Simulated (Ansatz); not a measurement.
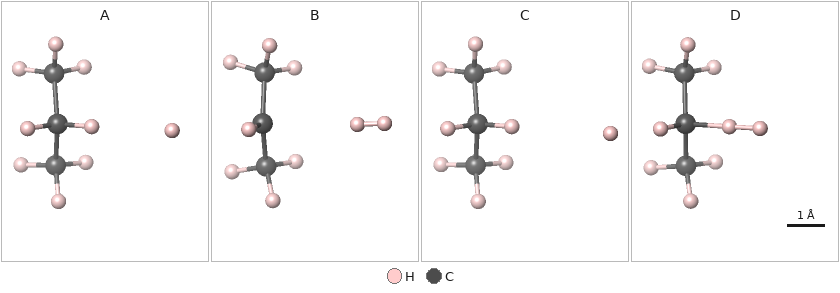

4 geometries from a converged minimum-energy path of C₃H₉ (multiplicity 2), made up of C$_{3}$H$_{8}$ and H, shuffled. Style: ball-and-stick. Shown from a free direction.

The calculation used Ansatz 0.2.0, UKS PBE0/def2-SVP. Run with 5 movable images; climbing image; force threshold 0.05 eV/Å; iteration limit 60; starting path through a guess of the saddle point.

Which frame is the transition state?

D. In order along the path, whose images run from 0 to 6: C (image 0, 0.0 kJ/mol), A (image 1, +0.6 kJ/mol), D (image 3, +26.9 kJ/mol), B (image 6, −8.1 kJ/mol). A hydrogen atom shifts from one atom to another. Breaking: C–H (1.10 → 2.76 Å). Forming: H–H (3.03 → 0.76 Å).

Limits of the set-up: the start holds two separate molecules, 3.0 Å apart at their closest, whose relative position is a soft coordinate and is computed without a dispersion correction.

Cost: 2.4 min on 2 threads of Arm Neoverse V1, on a shared host, peak memory 0.21 GiB.
